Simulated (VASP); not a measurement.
Band structure of CdO (rock salt). Calculation: modified Becke-Johnson potential (mBJ) with spin-orbit coupling, VASP's PBE PAW potentials (set 64) (plane waves; VASP).

mBJ is a potential without an energy functional, so only the levels count.

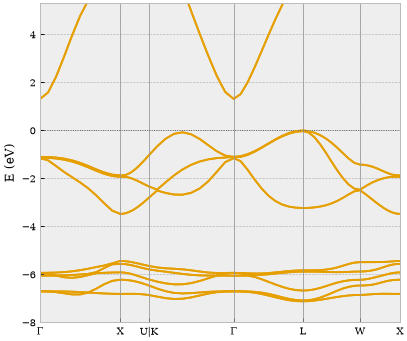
Bands along high-symmetry lines, zero at the valence-band maximum or, without a gap, the Fermi level

Problem. Read the plot: is there a gap, and where are the band edges?

Solution. The gap is indirect, 1.31 eV, from the valence maximum at L to the conduction minimum at Γ.

The compound is CdO in the rock salt structure. It was relaxed first. The cell's shape comes from a PBE relaxation.
